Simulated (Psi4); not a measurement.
**BF2 (SMILES F[B]F) at UPBE/6-311+G(d,p) (sweep point 6)**

What is the vertical doublet–quartet gap of BF2 at UPBE/6-311+G** (sweep point 6)? 

The calculation is run with Psi4 1.11.

4 further runs of the same task are left out: 4 set aside as unsound or not needed.

## (1) The system as given

BF2 has 3 atoms, charge 0, and is taken as a doublet. SMILES: `F[B]F`. The shape is that of a PBE0-D4/def2-TZVP optimisation.

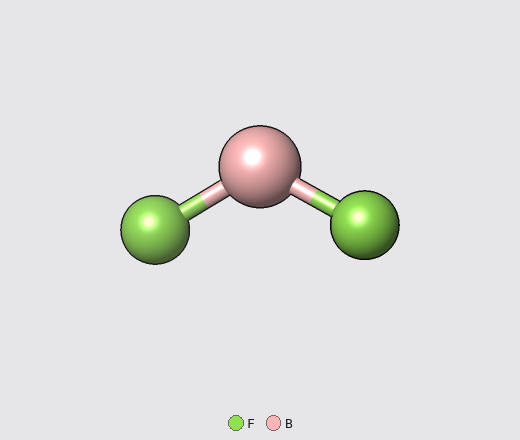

The structure, seen from a chosen angle (fluorine green, boron pink).

## (2) A single-point energy at UPBE/6-311+G(d,p) (sweep point 6)

Input file input.in:

```
memory 1600 MB

molecule {
  0 2
  F      0.96961847    -1.97344099     0.30235618
  B      0.52723359     0.45447913     0.34260735
  F     -1.51726111     1.39631863    -0.67009688
  units bohr
  symmetry c1
}

set reference uks
set puream true
set scf_type pk
set dft_radial_points 99
set dft_spherical_points 590
set maxiter 150

e_tot, wfn = energy("pbe/6-311+G**", return_wfn=True)
```

On the command line:

```bash
psi4 -n 1 input.in input.out
```

input.out:

```text
[...]
  Running in c1 symmetry.
[...]
  Nuclear repulsion =   55.302284354231006
[...]
  Multiplicity = 2
[...]
  Nalpha       = 12
  Nbeta        = 11
[...]
    Number of basis functions: 66
[...]
   @UKS iter   1:  -224.32706611929748   -3.12515e-01   8.02069e-03 ADIIS/DIIS
[...]
   @UKS iter   9:  -224.40941322934327   -2.07538e-09   8.52332e-08 DIIS
[...]
   @S^2 Observed:                7.519602890E-01
[...]
    Orbital Energies [Eh]
    ---------------------
    Alpha Occupied:
       1A    -24.304380     2A    -24.304365     3A     -6.648333
       4A     -1.174468     5A     -1.149679     6A     -0.548644
       7A     -0.510528     8A     -0.465490     9A     -0.460582
      10A     -0.412422    11A     -0.396245    12A     -0.216674
    Alpha Virtual:
      13A     -0.073407    14A      0.002603    15A      0.021061
      16A      0.024164    17A      0.035432    18A      0.153068
      19A      0.168338    20A      0.204515    21A      0.206140
      22A      0.214716    23A      0.231827    24A      0.237665
      25A      0.294935    26A      0.299753    27A      0.320827
[...]
  @UKS Final Energy:  -224.40941322934327
   => Energetics <=
    Nuclear Repulsion Energy =             55.3022843542310056
    One-Electron Energy =                -420.8484980590416740
    Two-Electron Energy =                 165.8971877880786394
    DFT Exchange-Correlation Energy =     -24.7603873126112290
    Empirical Dispersion Energy =           0.0000000000000000
    VV10 Nonlocal Energy =                  0.0000000000000000
    Total Energy =                       -224.4094132293432722
[...]
 Multipole Moments:
 ------------------------------------------------------------------------------------
     Multipole            Electronic (a.u.)      Nuclear  (a.u.)        Total (a.u.)
 ------------------------------------------------------------------------------------
 L = 1.  Multiply by 2.5417464519 to convert [e a0] to [Debye]
 Dipole X            :          0.2162893           -0.1595680            0.0567213
 Dipole Y            :          0.1689453           -0.1247259            0.0442193
 Dipole Z            :         -0.0000000           -0.0000000           -0.0000000
 Magnitude           :                                                    0.0719212
[...]
```

Wall time 8.7 s (1 thread of Intel Xeon Platinum 8259CL at 2.50GHz (Skylake/Cascade Lake), shared host); peak memory 0.53 GiB.

## (3) The quartet

Input file job.in:

```
memory 1600 mb

molecule mol {
  0 4
  F      0.96961847    -1.97344099     0.30235618
  B      0.52723359     0.45447913     0.34260735
  F     -1.51726111     1.39631863    -0.67009688
  units au
  symmetry c1
}

set basis 6-311+G**
set reference uks
set puream true
set scf_type pk
set dft_radial_points 99
set dft_spherical_points 590
set maxiter 150

energy('pbe')
print_variables()
```

On the command line:

```bash
psi4 job.in job.out -n 1
```

job.out:

```text
[...]
  Running in c1 symmetry.
[...]
  Nuclear repulsion =   55.302284354231006
[...]
  Multiplicity = 4
[...]
  Nalpha       = 13
  Nbeta        = 10
[...]
    Number of basis functions: 66
[...]
   @UKS iter   1:  -224.00860031628699    5.95102e-03   5.27621e-03 ADIIS/DIIS
[...]
   @UKS iter   9:  -224.07129205719232   -3.57491e-09   1.83541e-07 DIIS
[...]
   @S^2 Observed:                3.752943024E+00
[...]
    Orbital Energies [Eh]
    ---------------------
    Alpha Occupied:
       1A    -24.412754     2A    -24.412741     3A     -6.593891
       4A     -1.263874     5A     -1.241254     6A     -0.628714
       7A     -0.581181     8A     -0.560112     9A     -0.530064
      10A     -0.526062    11A     -0.488362    12A     -0.205302
      13A     -0.086386
    Alpha Virtual:
      14A     -0.016952    15A      0.008868    16A      0.024277
      17A      0.024589    18A      0.126739    19A      0.160955
      20A      0.171170    21A      0.178481    22A      0.198266
      23A      0.210672    24A      0.213759    25A      0.269890
[...]
  @UKS Final Energy:  -224.07129205719232
   => Energetics <=
    Nuclear Repulsion Energy =             55.3022843542310056
    One-Electron Energy =                -419.1948547163356693
    Two-Electron Energy =                 164.5130874395279932
    DFT Exchange-Correlation Energy =     -24.6918091346156530
    Empirical Dispersion Energy =           0.0000000000000000
    VV10 Nonlocal Energy =                  0.0000000000000000
    Total Energy =                       -224.0712920571923235
[...]
 Multipole Moments:
 ------------------------------------------------------------------------------------
     Multipole            Electronic (a.u.)      Nuclear  (a.u.)        Total (a.u.)
 ------------------------------------------------------------------------------------
 L = 1.  Multiply by 2.5417464519 to convert [e a0] to [Debye]
 Dipole X            :         -0.4074047           -0.1595680           -0.5669727
 Dipole Y            :         -0.3184498           -0.1247259           -0.4431757
 Dipole Z            :         -0.0000000           -0.0000000           -0.0000000
 Magnitude           :                                                    0.7196268
[...]
```

Run time: 8.7 s. Hardware: 1 thread of Intel Xeon Platinum 8259CL at 2.50GHz (Skylake/Cascade Lake), shared host; peak memory 0.53 GiB.

## (4) Results

At UPBE/6-311+G** (sweep point 6):

| quantity | value |
| --- | --- |
| doublet: total energy | -224.40941 Eh |
| doublet: dipole moment | 0.18 D |
| doublet: HOMO energy (highest over α and β) | -5.90 eV |
| doublet: LUMO energy (lowest over α and β) | -3.37 eV |
| doublet: ⟨S²⟩ | 0.752 |
| quartet: total energy | -224.07129 Eh |
| quartet: dipole moment | 1.83 D |
| quartet: HOMO energy (highest over α and β) | -2.35 eV |
| quartet: ⟨S²⟩ | 3.753 |
| vertical energy of the quartet above the doublet | 9.201 eV |

At this shape the quartet lies 9.20 eV (888 kJ/mol) above the doublet.
